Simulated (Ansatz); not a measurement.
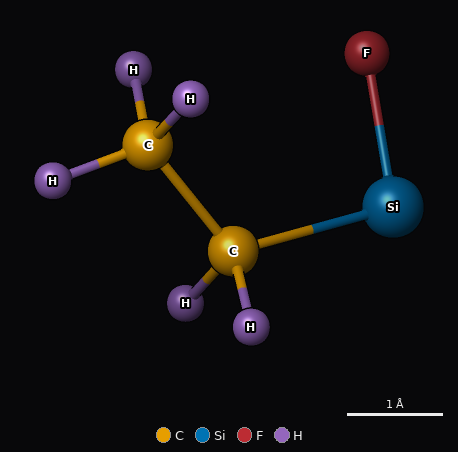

This is the input geometry for a relaxation of C2H5FSi. Style: ball-and-stick. Shown at a tilt.

The start comes from PBE-D4/def2-SVP.

Level of theory: RKS PBE0-D4/def2-TZVP (Ansatz).

Input
```yaml
crystal:
  periodic: [false, false, false]
  atoms:
    - {symbol: C, position_ang: [-0.384024, 0.807878, -0.299962]}
    - {symbol: C, position_ang: [0.094778, -0.243722, 0.706048]}
    - {symbol: Si, position_ang: [1.189443, -1.692357, 0.089084]}
    - {symbol: F, position_ang: [0.871911, -1.590247, -1.541933]}
    - {symbol: H, position_ang: [-0.855405, 0.331440, -1.182369]}
    - {symbol: H, position_ang: [-1.119458, 1.510586, 0.143560]}
    - {symbol: H, position_ang: [0.462733, 1.415432, -0.679593]}
    - {symbol: H, position_ang: [-0.772779, -0.794205, 1.157458]}
    - {symbol: H, position_ang: [0.601302, 0.208794, 1.590707]}
basis:
  gaussian: {orbitals: def2-TZVP}
hamiltonian: {xc: pbe0, dispersion: d4}
relax: {f_tol: 0.005, max_steps: 150}
```

Q: Predict the outcome.

A: The largest move after the best rigid fit is that of F4, 0.043 Å. Largest moves by element: F 0.043 Å, H 0.040 Å, Si 0.031 Å, C 0.017 Å. Among the contacts that change: Si3–F4 1.665 → 1.621 Å, C2–Si3 1.918 → 1.891 Å, C1–H5 1.108 → 1.091 Å, C2–H9 1.115 → 1.099 Å. Over 5 geometry steps the energy falls by 1.32 kcal/mol. Largest force component: 1.1 eV/Å at the start, 0.0038 eV/Å at the end. The run took of the order of 23 core-seconds on a shared host.

The structure at the end:

```xyz
9

C    -0.3848    0.8082   -0.2982
C     0.0907   -0.2491    0.6902
Si    1.1936   -1.6620    0.0865
F     0.8862   -1.6021   -1.5036
H    -0.8789    0.3514   -1.1575
H    -1.0874    1.5081    0.1610
H     0.4532    1.3925   -0.6853
H    -0.7691   -0.7913    1.1261
H     0.5850    0.1978    1.5638
```
